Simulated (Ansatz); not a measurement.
## Convergence test for Hf2AsN (P6_3/mmc, 8 atoms in the cell)

```yaml
crystal:
  lattice:
    - [3.13791, 0.00000, 0.00000]
    - [-1.56895, 2.71751, 0.00000]
    - [0.00000, 0.00000, 14.06573]
  atoms:
    - { symbol: As, position: [0.33333, 0.66667, 0.75000] }
    - { symbol: As, position: [0.66667, 0.33333, 0.25000] }
    - { symbol: Hf, position: [0.33333, 0.66667, 0.08600] }
    - { symbol: Hf, position: [0.66667, 0.33333, 0.58600] }
    - { symbol: Hf, position: [0.66667, 0.33333, 0.91400] }
    - { symbol: Hf, position: [0.33333, 0.66667, 0.41400] }
    - { symbol: N, position: [0.00000, 0.00000, 0.00000] }
    - { symbol: N, position: [0.00000, 0.00000, 0.50000] }
```

Level of theory: PBE (plane waves, PAW; Ansatz, a first-principles code).

The starting cell was generated: these elements placed on a structure prototype, without a prior relaxation; it need not be a known phase or ordering of this composition. Its lattice was rescaled by a random factor within 2.5 % of one. In the base run, with a pressure of about 10 GPa the cell is away from its equilibrium volume at this level. In the base run, forces exceed 1 eV/Å. Ansatz's pressure includes its estimate of the finite-basis (Pulay) stress.

Held fixed: basis.ecutwfc = 420 eV; hamiltonian.xc = pbe; hamiltonian.pseudopotentials = {kind: paw} (the program's default PAW files); scf.occupations.method = cold; scf.occupations.width = 0.05 eV.

ΔF is the free energy per atom less that of the last row (29 29 6).

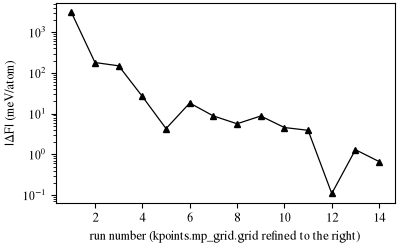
Fig. 1. Size of the energy error against the last run of the series; values under 0.01 meV/atom are drawn at 0.01.

```csv
kpoints.mp_grid.grid,ΔF (meV/atom),pressure (GPa),largest force (eV/Å),k-points,iterations
1 1 1,3082.2,47.75,1.722,1,20
2 2 1,179.9,10.51,3.342,2,10
3 3 1,149.7,11.69,2.211,3,9
4 4 1,26.4,11.72,2.281,4,9
5 5 1,-4.3,9.47,3.171,5,9
6 6 1,-18.2,9.28,2.737,7,10
7 7 2,-8.8,9.71,2.432,16,9
8 8 2,-5.6,9.72,2.739,20,8
10 10 2,-8.7,9.61,2.549,28,10
12 12 3,-4.6,9.77,2.637,38,8
13 13 3,-3.9,9.80,2.613,42,10
16 16 3,0.11,9.83,2.675,60,10
19 19 4,1.30,9.79,2.681,120,10
24 24 5,0.66,9.81,2.663,183,10
29 29 6,0.00,9.81,2.661,340,10
```

Energy within 2 meV/atom of the last row: from kpoints.mp_grid.grid = 16 16 3 on; the one before it is off by 3.9 meV/atom.

Keys are those of Ansatz 0.2.
